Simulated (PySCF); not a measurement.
**C₆H₁₁O₂ (doublet): density, localisation and related maps**

```xyz
19

C     0.6100    1.6531    0.5716
C     0.3652    0.4846   -0.2743
O     0.9585   -0.7021    0.2143
C     2.3518   -0.7433    0.0407
C    -1.1836    0.1863   -0.3962
C    -1.8015   -0.0950    0.9645
C    -1.2907   -0.9896   -1.3256
O    -1.2301   -0.9166   -2.5228
H     0.3593    2.6317    0.2128
H     0.8743    1.5224    1.6026
H     0.7087    0.6784   -1.3087
H     2.6818   -1.7035    0.4321
H     2.8500    0.0667    0.5849
H     2.6183   -0.6703   -1.0212
H    -1.6359    1.0629   -0.8681
H    -2.8404   -0.3966    0.8486
H    -1.2537   -0.8926    1.4589
H    -1.7640    0.7945    1.5884
H    -1.3877   -1.9619   -0.8101
```

Geometry: GFN2-xTB.

All numbers below come from UKS B3LYP, pcH-1 on C H O, non-relativistic, mean-field spin-orbit, GIAO in PySCF 2.14.0, density-fitted response routines.

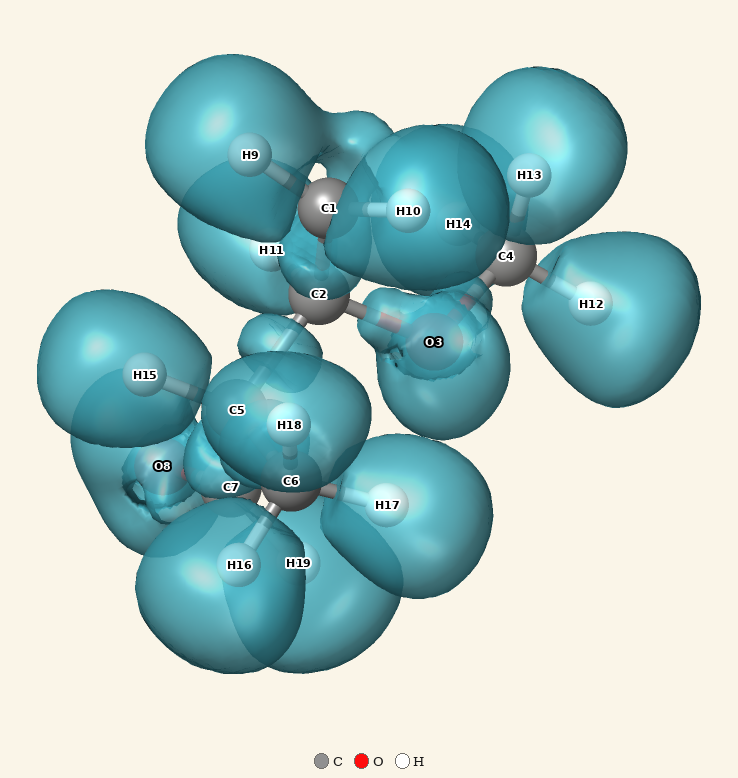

Figure 1. Isosurface of the electron localisation function at 0.75 (cyan), seen at an oblique angle. Only the valence region is drawn (cores and ρ < 0.01 e/Å³ removed).

### What do the ELF domains correspond to?

The surface consists of three regions between bonded C–C atoms (shared pairs), nine regions around hydrogen nuclei, two regions on O in which the atom's valence shell and bonds are merged and one joined region spread over several atoms (C, H), in which their bonds and any lone pairs are merged. Along the contacts the grid gives the following. C–O (1.20 Å): the ELF peaks at about 0.90 between the atoms (a short, multiple covalent bond). C–C (1.46 Å): the ELF peaks at about 0.95 between the atoms, as expected for localised, covalent bonding.

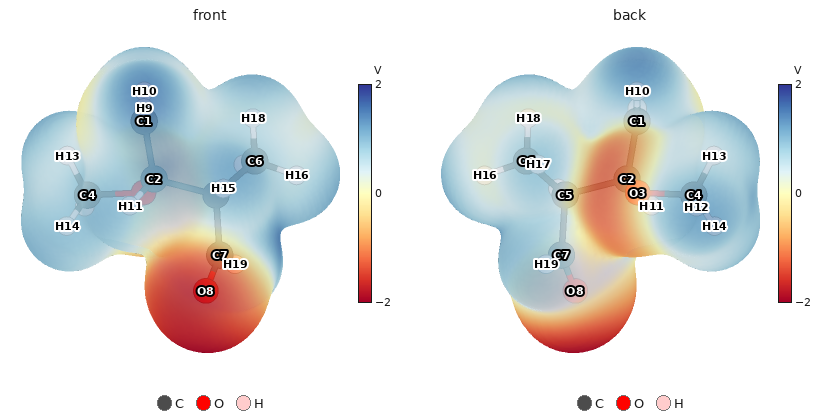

Figure 2. The molecular electrostatic potential painted on the density surface at 0.004 e/bohr³, seen from the front and from behind; the colour scale runs from red (negative) to blue (positive).

### Describe the electrostatic potential map.

The most negative region (about −1.9 V) lies over O8, the most positive (about +1.4 V) over C7, H9 and H10. O8 is the likeliest acceptor of a hydrogen bond.

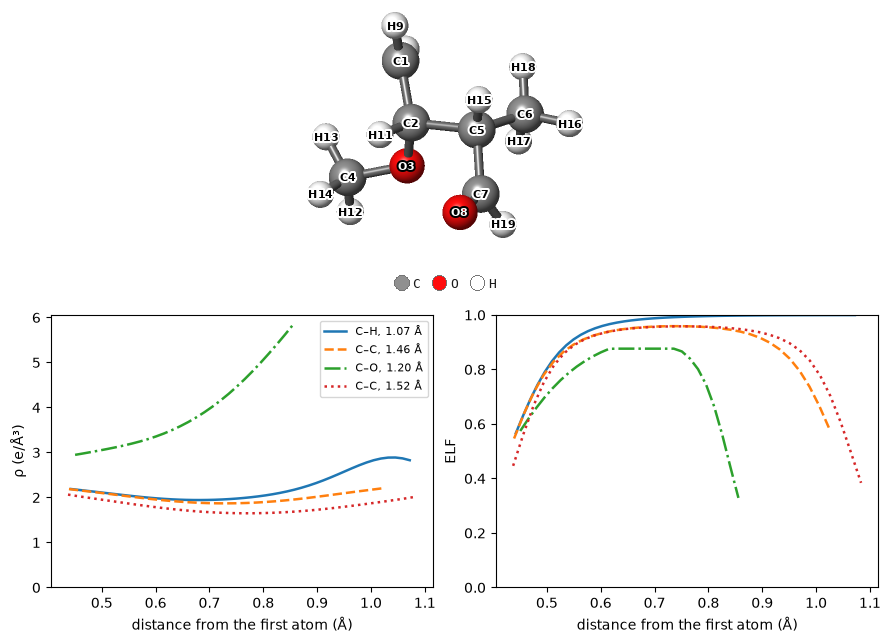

Figure 3. Total electron density and electron localisation function along straight lines between neighbouring atoms. The curves leave out the atomic cores. The structure is drawn too.

### What kind of bonding do the profiles show?

C–H (1.07 Å): the density is about 2.1 e/Å³ at the midpoint; the ELF climbs to about 1 towards the hydrogen, as it does in any bond to H: an ordinary covalent bond to hydrogen.
C–C (1.46 Å): the density is about 1.9 e/Å³ at the midpoint; the ELF peaks at about 0.95 between the atoms, as expected for a shared electron pair.
C–O (1.20 Å): ρ is about 3.4 e/Å³ halfway; the ELF peaks at about 0.90 between the atoms; a short, multiple covalent bond.
C–C (1.52 Å): ρ at the midpoint is about 1.6 e/Å³; the ELF peaks at about 0.95 between the atoms (a covalent bond).
